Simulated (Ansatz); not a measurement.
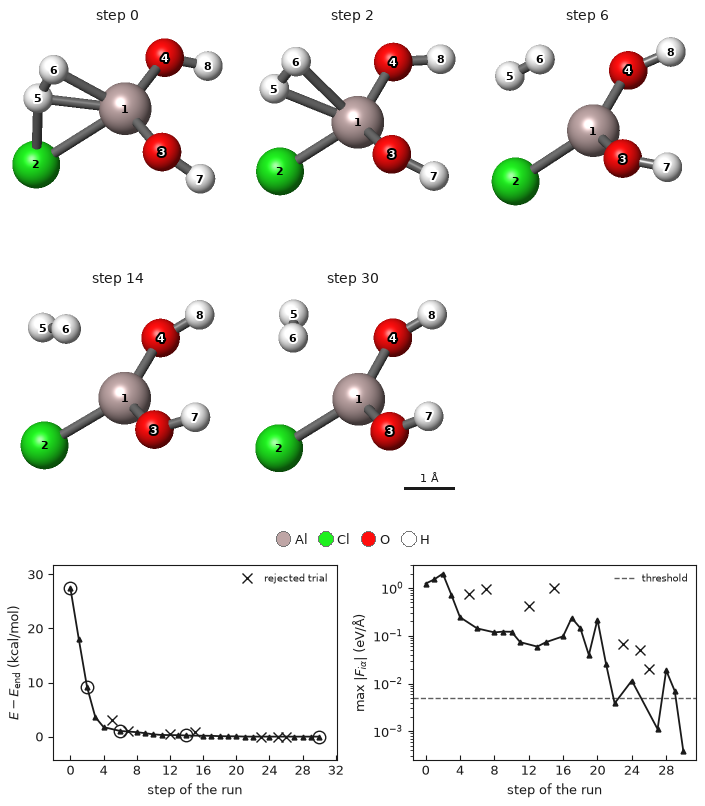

Frames of a relaxation of AlH4O2Cl (started from a transition state, displaced along its imaginary mode), marked on the history of the run. A ball-and-stick model, seen from a free direction.

Theory: RKS PBE0-D4/def2-TZVP (Ansatz).

Input file:
```yaml
crystal:
  periodic: [false, false, false]
  atoms:
    - {symbol: Al, position_ang: [0.035220, 0.089225, 0.010464]}
    - {symbol: Cl, position_ang: [0.388121, -2.215054, -0.240786]}
    - {symbol: O, position_ang: [-0.343815, 0.860715, -1.436645]}
    - {symbol: O, position_ang: [-0.613649, 0.490892, 1.545221]}
    - {symbol: H, position_ang: [1.503236, -0.919231, 0.031341]}
    - {symbol: H, position_ang: [1.771985, -0.155140, 0.148897]}
    - {symbol: H, position_ang: [-1.236254, 1.047497, -1.729852]}
    - {symbol: H, position_ang: [-1.504845, 0.801196, 1.671360]}
basis:
  gaussian: {orbitals: def2-TZVP}
hamiltonian: {xc: pbe0, dispersion: d4}
relax: {f_tol: 0.005, max_steps: 200}
```

Launched with:
```bash
ansatz run in.yaml --threads 4 --pin off --events-out ev --progress --plain --max-ram 9574MiB
```

### Describe the path.

The atom that moves furthest after the best rigid fit is H5 (1.08 Å). By element the largest moves are H 1.08 Å, Al 0.73 Å, Cl 0.57 Å, O 0.45 Å. Near-neighbour distances that change, for instance: Cl2–H5 1.731 → 3.240 Å, Al1–H6 1.759 → 2.342 Å, Al1–H5 1.781 → 2.342 Å, Al1–Cl2 2.345 → 2.081 Å. Bonds break, among them: Al1–H5 (1.78 → 2.34 Å), Al1–H6 (1.76 → 2.34 Å). Among the angles between lasting bonds that change: Cl2–Al1–O3 113.1° → 116.9°. Groups turn about Al1–O3 by about 65°, Al1–O4 by about 50°. The energy falls by 27.4 kcal/mol in 23 accepted moves (30 points after the start). Largest force component: 1.2 eV/Å at the start, 0.00038 eV/Å at the end. The line search rejected the trial steps at points 5, 7, 12, 15, 23, 25, 26 of the run. The forces were under the threshold at step 22, but the run went on from there. From step 0 to 2: Al1 moves most (0.37 Å), energy −18.2 kcal/mol. From step 2 to 6: H5 moves most (0.35 Å), energy −8.16 kcal/mol. From step 6 to 14: H atoms move most (0.27 Å), energy −0.83 kcal/mol. From step 14 to 30: H5 moves most (0.40 Å), energy −0.21 kcal/mol.
